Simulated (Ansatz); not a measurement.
# Phonons of Al2V in the C11b ordering

Question: is the lattice of Al2V in the C11b ordering stable, and if so, what are its coupling constant and resistivity?

Program: Ansatz 0.2.0. Level of theory: DFT PBEsol, scalar-relativistic, plane waves, PAW. Results are calculated unless marked as measured.

The structure was built from a prototype and need not be the compound's stable phase.

**1. Starting point**

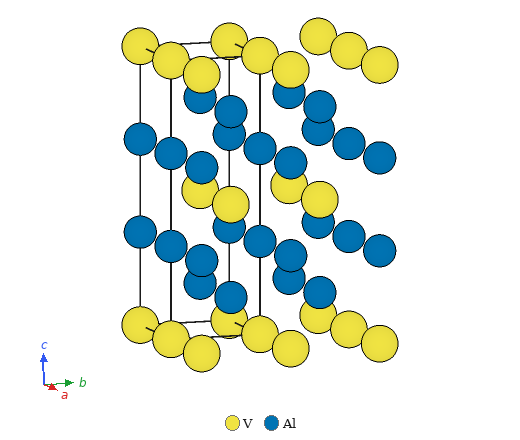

The cell as given, slightly off an axis (vanadium yellow, aluminium blue). 2×2×1 cells are drawn. This picture shows the conventional cell, with its axes. Some periodic images of atoms are drawn too.

Coordinates:

```cif
data_structure
_symmetry_space_group_name_H-M 'I4/mmm'
_symmetry_Int_Tables_number 139
_cell_length_a 3.1523
_cell_length_b 3.1523
_cell_length_c 9.4569
_cell_angle_alpha 90.000
_cell_angle_beta 90.000
_cell_angle_gamma 90.000
_cell_volume 93.97
loop_
_atom_site_label
_atom_site_type_symbol
_atom_site_symmetry_multiplicity
_atom_site_Wyckoff_symbol
_atom_site_fract_x
_atom_site_fract_y
_atom_site_fract_z
_atom_site_occupancy
V1 V 2 a 0.00000 0.00000 0.00000 1
Al1 Al 4 e 0.00000 0.00000 0.33333 1
```

**2. Rough relaxation**

The start is far from rest, so a relaxation with loose thresholds does the first part.

input.yaml reads:

```yaml
crystal:
  lattice:
    - [3.15231, 0.0, 0.0]
    - [0.0, 3.15231, 0.0]
    - [1.57615, 1.57615, 4.72846]
  atoms:
    - { symbol: V, position: [0.0, 0.0, 0.0] }
    - { symbol: Al, position: [0.66666667, 0.66666667, 0.66666667] }
    - { symbol: Al, position: [0.33333333, 0.33333333, 0.33333333] }
kpoints:
  mp_grid: { grid: [6, 6, 6] }
hamiltonian:
  xc: pbesol
scf:
  occupations: { method: gaussian, width: 0.1 }
output:
  forces: true
  stress: true
  eigenvalues: true
relax:
  adjacent_minimum: "off"
  f_tol: 0.05
  max_steps: 80
  cell: { stress_tol: 0.5 }
```

Started as:

```
$ ansatz run input.yaml --threads 4 --pin off --max-ram 8192MiB --backend cpu --events-out ev --progress --plain --runs-dir out
```

Numbers of over 12 decimals in the logs are rounded to 6 here.

The program printed:

```text
The last accepted step is kept in <dir> (removed where the run ends without a failure and the disk answers)
Engine: ansatz 0.2.0, aarch64-unknown-linux-gnu
Pseudopotentials: kind: paw
Pseudopotential: V, paw, valence charge 13, recommended cutoff 420 eV (normal), V.paw.azcp
Pseudopotential: Al, paw, valence charge 3, recommended cutoff 420 eV (normal), Al.paw.azcp
Functional definition: PBEsol
  exchange = pbesol_x
  correlation = pbesol_c
Crystal: 3 atoms, lattice volume = 46.987 Å³
Basis set: ecut = 420 eV, 915 PW (Γ), exchange–correlation on 48×48×72 points (8 copies of the dense FFT grid, shifted against one another)
Bands: 14, of which v1, the nominal top of the filled ones, is band 10 counted from 1 (9 counted from 0)
Symmetry: 16 space group operations
Space group: I4/mmm (ITA 139), of the structure as read, at distance tolerance 3.6e-5 Å
k-points: 30 of 216
Non-local potential: V, projectors of the file, l = 0: 3, l = 1: 2, l = 2: 3, l = 3: 1
Non-local potential: Al, projectors of the file, l = 0: 2, l = 1: 2, l = 2: 1
PAW form: soft (Blöchl's): semilocal exchange-correlation on the pseudo side does not see the compensation charge
PAW frozen core: V, regenerated for the run's functional, and the local potential with it (the file was generated under x = pbe(κ = 0.804, μ = 0.219515), c = pbe(β = 0.066725))
PAW frozen core: Al, regenerated for the run's functional, and the local potential with it (the file was generated under x = pbe(κ = 0.804, μ = 0.219515), c = pbe(β = 0.066725))
PAW one-centre angular grid: V, 590 points (default); XC on 64 Gauss nodes
PAW one-centre angular grid: Al, 110 points (default); XC on 64 Gauss nodes
Initial density: superposition of atomic densities (neutral atoms: chi_scale 0, normalization atom), corrected by the library's trained network
Initial wavefunctions: pseudopotential atomic-orbital guess
Functional: x = pbesol(κ = 0.804, μ = 0.123457), c = pbesol(β = 0.046)
SCF iter   1: F=—  HF=-3934.382437 eV  |F-HF|=—  |Δ(HF+E_count)|=         —  Δρ=6.63e-3  dr2=2.33e-2  ethr=1.77e-3  ⟨swp⟩=4.9  Hψ=2149  notcnv=0
preconditioner: auto → Kerker (q_TF=auto, 2.346 Å⁻¹)  [metal: Δε(μ)=0.004 eV  Ē_g=5.063 eV  σ=0.100 eV  W_gap=0.02  n_scr=10 (ndim 8)  ℏωp=18.0 eV  f_vac=0.000  D(μ)=5.42/eV (n_scr^D=78)]
SCF iter   2: F=—  HF=-3934.377406 eV  |F-HF|=—  |Δ(HF+E_count)|=   5.03e-3  Δρ=2.50e-3  dr2=6.21e-3  ethr=1.23e-4  ⟨swp⟩=1.0  Hψ=660  notcnv=0
SCF iter   3: F=—  HF=-3934.376066 eV  |F-HF|=—  |Δ(HF+E_count)|=   1.34e-3  Δρ=9.03e-4  dr2=9.08e-4  ethr=3.27e-5  ⟨swp⟩=1.2  Hψ=439  notcnv=0
SCF iter   4: F=—  HF=-3934.375867 eV  |F-HF|=—  |Δ(HF+E_count)|=   1.99e-4  Δρ=1.40e-4  dr2=6.20e-6  ethr=4.78e-6  ⟨swp⟩=2.2  Hψ=535  notcnv=0
SCF iter   5: F=—  HF=-3934.375843 eV  |F-HF|=—  |Δ(HF+E_count)|=   2.31e-5  Δρ=4.25e-5  dr2=6.99e-7  ethr=3.26e-8  ⟨swp⟩=1.9  Hψ=566  notcnv=0
SCF iter   6: F=-3934.375843 eV  HF=-3934.375843 eV  |F-HF|=2.86e-8  |Δ(HF+E_count)|=   2.53e-7  Δρ=7.65e-6  dr2=3.56e-8  ethr=5.26e-10  ⟨swp⟩=4.9  Hψ=1620  notcnv=0
SCF 1 converged in 6 iterations: F = -3934.375843 eV  dr2 = 3.56e-8
  greatest PAW one-centre occupation: 0.999 electrons in one spin orbital (limit 2), on the V atom at site 0 (counted from 0), in its partial waves of l = 0
relax step   1: F+E_penalty+E_count = -3934.37584316 eV  Δ(F+E_penalty+E_count) = +0.000e0 eV  max|allowed force component| = 5.775e-1 eV/Å  Δτ_max = 0.0000 Å  P = -9.101 GPa  Ω = 46.987 Å³  (6 SCF iters, dr2 threshold 1.00e-7 eV, accepted)
Crystal: 3 atoms, lattice volume = 41.993 Å³
Basis set: ecut = 420 eV, 795 PW (Γ), exchange–correlation on 48×48×72 points (8 copies of the dense FFT grid, shifted against one another)
Initial density: handed on by an earlier stage of this run
Initial wavefunctions: those handed on with the density
iter 1 solved again at ethr=1.69e-3 eV; its pass at ethr=3.10e-3 eV (dr2=3.21e-1 eV) is discarded
SCF iter   1: F=—  HF=-3934.560785 eV  |F-HF|=—  |Δ(HF+E_count)|=         —  Δρ=1.54e-2  dr2=3.21e-1  ethr=1.69e-3  ⟨swp⟩=1.0  Hψ=2637  notcnv=0
preconditioner: auto → Kerker (q_TF=auto, 2.390 Å⁻¹)  [metal: Δε(μ)=0.005 eV  Ē_g=5.592 eV  σ=0.100 eV  W_gap=0.03  n_scr=10 (ndim 8)  ℏωp=19.0 eV  f_vac=0.000  D(μ)=4.63/eV (n_scr^D=62)]
SCF iter   2: F=—  HF=-3934.523927 eV  |F-HF|=—  |Δ(HF+E_count)|=   3.69e-2  Δρ=7.51e-3  dr2=9.18e-2  ethr=1.69e-3  ⟨swp⟩=1.0  Hψ=420  notcnv=0
SCF iter   3: F=—  HF=-3934.508025 eV  |F-HF|=—  |Δ(HF+E_count)|=   1.59e-2  Δρ=1.45e-3  dr2=6.37e-4  ethr=4.83e-4  ⟨swp⟩=1.5  Hψ=459  notcnv=0
SCF iter   4: F=—  HF=-3934.507921 eV  |F-HF|=—  |Δ(HF+E_count)|=   1.04e-4  Δρ=5.60e-4  dr2=1.01e-4  ethr=3.35e-6  ⟨swp⟩=2.2  Hψ=599  notcnv=0
SCF iter   5: F=—  HF=-3934.507890 eV  |F-HF|=—  |Δ(HF+E_count)|=   3.12e-5  Δρ=1.15e-4  dr2=6.03e-6  ethr=5.30e-7  ⟨swp⟩=1.4  Hψ=470  notcnv=0
SCF iter   6: F=-3934.507888 eV  HF=-3934.507888 eV  |F-HF|=2.19e-7  |Δ(HF+E_count)|=   1.96e-6  Δρ=2.25e-5  dr2=2.47e-7  ethr=1.58e-9  ⟨swp⟩=2.3  Hψ=1492  notcnv=0
SCF 2 converged in 6 iterations: F = -3934.507888 eV  dr2 = 2.47e-7
  greatest PAW one-centre occupation: 1.000 electrons in one spin orbital (limit 2), on the V atom at site 0 (counted from 0), in its partial waves of l = 0
relax step   2: F+E_penalty+E_count = -3934.50788797 eV  Δ(F+E_penalty+E_count) = -1.320e-1 eV  max|allowed force component| = 9.272e-2 eV/Å  Δτ_max = 0.0612 Å  P = +4.520 GPa  Ω = 41.993 Å³  energy of the carried Pulay correction = +1.607e-3 eV  (6 SCF iters, dr2 threshold 3.00e-7 eV, accepted)
Crystal: 3 atoms, lattice volume = 43.479 Å³
Basis set: ecut = 420 eV, 867 PW (Γ), exchange–correlation on 48×48×72 points (8 copies of the dense FFT grid, shifted against one another)
iter 1 solved again at ethr=1.07e-4 eV; its pass at ethr=3.10e-3 eV (dr2=2.03e-2 eV) is discarded
SCF iter   1: F=—  HF=-3934.531326 eV  |F-HF|=—  |Δ(HF+E_count)|=         —  Δρ=3.90e-3  dr2=1.87e-2  ethr=1.07e-4  ⟨swp⟩=1.0  Hψ=2557  notcnv=0
preconditioner: auto → Kerker (q_TF=auto, 2.377 Å⁻¹)  [metal: Δε(μ)=0.005 eV  Ē_g=5.426 eV  σ=0.100 eV  W_gap=0.03  n_scr=10 (ndim 8)  ℏωp=18.7 eV  f_vac=0.000  D(μ)=5.05/eV (n_scr^D=62)]
SCF iter   2: F=—  HF=-3934.528986 eV  |F-HF|=—  |Δ(HF+E_count)|=   2.34e-3  Δρ=2.02e-3  dr2=6.20e-3  ethr=9.87e-5  ⟨swp⟩=1.0  Hψ=420  notcnv=0
SCF iter   3: F=—  HF=-3934.527728 eV  |F-HF|=—  |Δ(HF+E_count)|=   1.26e-3  Δρ=3.54e-4  dr2=5.33e-5  ethr=3.27e-5  ⟨swp⟩=1.5  Hψ=478  notcnv=0
SCF iter   4: F=—  HF=-3934.527715 eV  |F-HF|=—  |Δ(HF+E_count)|=   1.35e-5  Δρ=1.47e-4  dr2=6.93e-6  ethr=2.80e-7  ⟨swp⟩=2.2  Hψ=544  notcnv=0
iter 5 did not close the SCF: its close was put off for the readings that it lacked (scf_convergence_deferred on its scf_iter line)
SCF iter   5: F=-3934.527712 eV  HF=-3934.527713 eV  |F-HF|=1.94e-7  |Δ(HF+E_count)|=   2.24e-6  Δρ=2.71e-5  dr2=2.94e-7  ethr=3.65e-8  ⟨swp⟩=1.4  Hψ=464  notcnv=0
SCF iter   6: F=-3934.527712 eV  HF=-3934.527712 eV  |F-HF|=1.09e-8  |Δ(HF+E_count)|=   1.19e-7  Δρ=5.18e-6  dr2=1.36e-8  ethr=1.55e-9  ⟨swp⟩=2.1  Hψ=1435  notcnv=0
SCF 3 converged in 6 iterations: F = -3934.527712 eV  dr2 = 1.36e-8
relax step   3: F+E_penalty+E_count = -3934.52771243 eV  Δ(F+E_penalty+E_count) = -1.982e-2 eV  max|allowed force component| = 5.495e-2 eV/Å  Δτ_max = 0.0086 Å  P = -0.379 GPa  Ω = 43.479 Å³  energy of the carried Pulay correction = +1.110e-3 eV  (6 SCF iters, dr2 threshold 3.00e-7 eV, accepted)
[...]
relax step   4: F+E_penalty+E_count = -3934.52949331 eV  Δ(F+E_penalty+E_count) = -1.781e-3 eV  max|allowed force component| = 1.196e-2 eV/Å  Δτ_max = 0.0043 Å  P = -0.050 GPa  Ω = 43.388 Å³  energy of the carried Pulay correction = +1.140e-3 eV  (6 SCF iters, dr2 threshold 3.00e-7 eV, accepted)
Initial wavefunctions: pseudopotential atomic-orbital guess (no wavefunctions were taken with the density)
iter 1 solved again at ethr=1.39e-7 eV; its pass at ethr=3.10e-3 eV (dr2=2.65e-5 eV) is discarded
SCF iter   1: F=—  HF=-3934.528705 eV  |F-HF|=—  |Δ(HF+E_count)|=         —  Δρ=8.11e-5  dr2=3.31e-7  ethr=1.39e-7  ⟨swp⟩=2.6  Hψ=3163  notcnv=0
preconditioner: auto → Kerker (q_TF=auto, 2.378 Å⁻¹)  [metal: Δε(μ)=0.019 eV  Ē_g=5.433 eV  σ=0.100 eV  W_gap=0.11  n_scr=10 (ndim 8)  ℏωp=18.7 eV  f_vac=0.000  D(μ)=5.20/eV (n_scr^D=62)]
SCF iter   2: F=—  HF=-3934.528699 eV  |F-HF|=—  |Δ(HF+E_count)|=   6.54e-6  Δρ=4.22e-5  dr2=1.03e-7  ethr=1.74e-9  ⟨swp⟩=2.0  Hψ=699  notcnv=0
iter 3 did not close the SCF: its close was put off for the readings that it lacked (scf_convergence_deferred on its scf_iter line)
SCF iter   3: F=-3934.528699 eV  HF=-3934.528699 eV  |F-HF|=1.08e-9  |Δ(HF+E_count)|=   1.06e-7  Δρ=4.58e-6  dr2=1.92e-9  ethr=5.42e-10  ⟨swp⟩=2.1  Hψ=690  notcnv=0
iter 4 did not close the SCF: its close was put off for the readings that it lacked (scf_convergence_deferred on its scf_iter line)
SCF iter   4: F=-3934.528699 eV  HF=-3934.528699 eV  |F-HF|=2.21e-10  |Δ(HF+E_count)|=   1.72e-9  Δρ=1.02e-6  dr2=4.54e-10  ethr=1.01e-11  ⟨swp⟩=2.2  Hψ=564  notcnv=0
iter 5 did not close the SCF: its close was put off for the readings that it lacked (scf_convergence_deferred on its scf_iter line)
SCF iter   5: F=-3934.528699 eV  HF=-3934.528699 eV  |F-HF|=1.41e-11  |Δ(HF+E_count)|=  3.23e-11  Δρ=2.50e-7  dr2=2.03e-11  ethr=2.39e-12  ⟨swp⟩=1.0  Hψ=420  notcnv=0
SCF iter   6: F=-3934.528699 eV  HF=-3934.528699 eV  |F-HF|=9.09e-13  |Δ(HF+E_count)|=  3.18e-12  Δρ=4.74e-8  dr2=6.51e-13  ethr=1.00e-12  ⟨swp⟩=1.2  Hψ=969  notcnv=0
SCF 5 converged in 6 iterations: F = -3934.528699 eV  dr2 = 6.51e-13
relax step   5: F+E_penalty+E_count = -3934.52869861 eV  Δ(F+E_penalty+E_count) = +7.947e-4 eV  max|allowed force component| = 1.188e-2 eV/Å  Δτ_max = 0.0000 Å  P = -0.075 GPa  Ω = 43.388 Å³  stress off target by 3.11e-1 GPa  SCF on the basis re-selected at this cell (its energy is not comparable with the rows above)  (6 SCF iters)
basis re-selected at this cell: Δ(F+E_penalty+E_count) = +7.947e-4 eV, ΔP = -0.024 GPa vs the last step (what re-selecting the basis moved, of the pressure what is left beyond the Pulay correction that the steps carried, after the strain that the cell walked since its last selection, with what the two solves' SCF thresholds leave and, on support functions, any second-order correction that the steps lacked; it is no m [...]
SCF converged after 6 iterations
Free energy (F): -3934.528699 eV
Harris-Foulkes:  -3934.528699 eV  (|F-HF|=9.09e-13)
Internal energy: -3934.502713 eV  (E = F + TS)
E sigma→0 (E₀):  -3934.515706 eV
Entropy (-TS):   -0.025985 eV (-8.662 meV/atom)
Fermi energy:    10.995438 eV
--- Per-component energies (eV) ---
  E_band       = -179.231526
  E_kinetic    = 384.498290
  E_local      = -1519.641577  (includes V_loc(G=0)·N_el)
  E_nonlocal   = -22.298620
  E_hartree    = 704.130155
  E_xc         = -209.271610
  E_vxc        = -224.392981  (∫ρ·V_xc dr)
  E_paw        = -1996.718802  (= ΣΔE_a)
  E_vpaw       = -205.657198  (= ΣTr[D̂ρ^β])
  E_aug_tail   = 0.000250  (compensation charges beyond the density's cutoff)
  E_ewald      = -1275.388756
  E_core_change = 0.187957  (= ΣΔE_core)
  E_smearing   = -0.025985  (= −TS)
  E_closure    = 0.000000  (closes the sum)
  Σ components = -3934.528699   (vs F -3934.528699, Δ=0.00e0)
--- Forces (eV/Å), atoms counted from 1 ---
  atom   1  V     -0.00000000     0.00000000     0.00000000
  atom   2  Al    -0.00000001    -0.00000001     0.01188002
  atom   3  Al     0.00000001     0.00000001    -0.01188002
  max |Σ_I F_I| component: 0.00e0 eV/Å
--- Stress (GPa, compression-positive) ---
       -0.267392       0.000000      -0.000000
        0.000000      -0.267392      -0.000000
       -0.000000      -0.000000       0.311040
  P = ⅓ Tr σ = -0.0746 GPa (-0.746 kbar)
--- Band table (eV; the first three rows and the last of 30) ---
  k-point 0: bands = [... 6 lower, 7.5951, 9.7407, 11.3543, 11.3543, 12.4549, 13.0093, 16.3665, 17.2565]
  k-point 1: bands = [... 6 lower, 8.7541, 9.7098, 11.4147, 11.4147, 12.4567, 13.2371, 16.4623, 16.4623]
  k-point 2: bands = [... 6 lower, 9.6503, 9.7369, 11.5478, 11.5478, 12.4603, 14.0230, 15.6732, 15.6732]
  k-point 29: bands = [... 6 lower, 7.9419, 9.1522, 9.7648, 10.5055, 10.6348, 13.1538, 13.3563, 13.5953]
--- Relaxed structure (4 steps of the walk, 4 accepted, 1 SCFs on fresh bases) ---
  F+E_penalty+E_count = -3934.52869861 eV   max|allowed force component| = 1.188e-2 eV/Å   (the final SCF, on the basis selected at the relaxed cell)
  cell:  # Å, volume = 43.3884 Å³
    - [3.037402, -4.245236345914389e-13, 1.6059151872351345e-6]
    - [-4.2452363459383746e-13, 3.037402, 1.6059151872396723e-6]
    - [1.518699, 1.518699, 4.702939]
  atoms:
    - { symbol: V, position: [0, 0, 0] }
    - { symbol: Al, position: [0.660650, 0.660650, 0.678701] }
    - { symbol: Al, position: [0.339350, 0.339350, 0.321299] }
```

Run time: 1.9 s. Hardware: 4 threads of Arm Neoverse V2, shared host; peak memory 0.33 GiB; 6.2 s of CPU time.

This run has no spin polarisation, although V can carry a moment.

Relaxation path:

| step | energy less that of the first step (eV) | largest force component (eV/Å) | pressure (GPa) | volume (Å³) |
| --- | --- | --- | --- | --- |
| 1 | 0.0000 | 0.5775 | -9.10 | 46.99 |
| 2 | -0.1320 | 0.0927 | 4.52 | 41.99 |
| 3 | -0.1519 | 0.0550 | -0.38 | 43.48 |
| 4 | -0.1537 | 0.0120 | -0.05 | 43.39 |
| 5* | -0.1529 | 0.0119 | -0.07 | 43.39 |

Relaxation steps marked * repeat the geometry before them on a plane-wave basis chosen anew for their cell, so energy and pressure can jump there.

The run keeps the 16 symmetry operations that it works with, so distortions that break them were not tested.

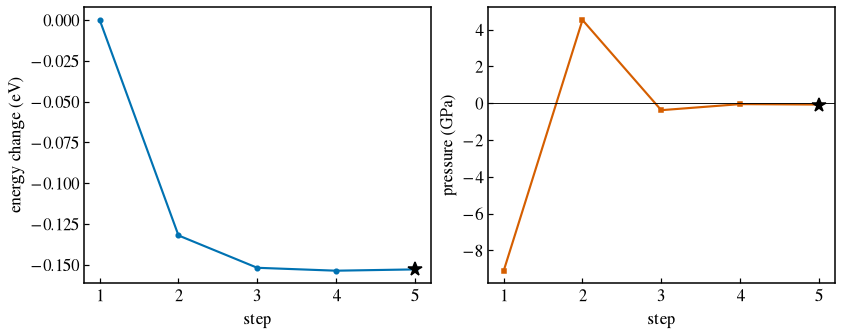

Energy and pressure along the relaxation. Stars mark steps on a basis chosen anew.

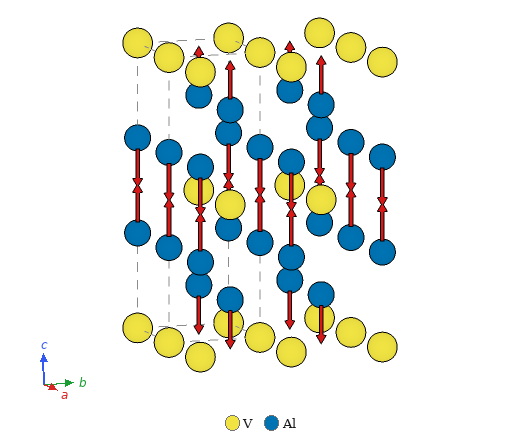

Displacements in the relaxation, exaggerated, measured against the changing cell; the longest in the cell stands for 0.06 Å. 2×2×1 conventional cells are drawn. Some periodic images of atoms are drawn too.

```
conventional cell, symmetrised  before  after  change
                         a (Å)   3.152  3.037  -3.6 %
                         b (Å)   3.152  3.037  -3.6 %
                         c (Å)   9.457  9.406  -0.5 %
              volume (Å³/atom)   15.66  14.46  -7.7 %
```

The atoms that moved most (Å, as changes of fractional coordinates times the final cell):

| atom | dx | dy | dz | length |
| --- | --- | --- | --- | --- |
| Al2 | 0.000 | 0.000 | 0.057 | 0.057 |
| Al3 | 0.000 | 0.000 | -0.057 | 0.057 |

Final coordinates:

```xyz
3
Lattice="3.0374 0.0000 0.0000 0.0000 3.0374 0.0000 1.5187 1.5187 4.7029" Properties=species:S:1:pos:R:3 pbc="T T T"
V     0.0000    0.0000    0.0000
Al    3.0374    3.0374    3.1919
Al    1.5187    1.5187    1.5111
```

Numbers from this step:

```
pressure          : -0.07458 GPa
volume per atom   : 14.46 Å³
metallic on mesh  : yes
gap on the k-mesh : 0 eV
```

The largest force is now 0.012 eV/Å and the largest stress component 0.31 GPa.

[end of part 1 of 3]

[Logs are printed without paths, hosts, clocks, repeated set-up lines and the standing remarks that a program may print on its own settings, such as how far it seeks lower states.]

[Hosts, paths, dates, database ids (printed as entryN), source tags and the programs' standing remarks are cut or masked in the printed files.]
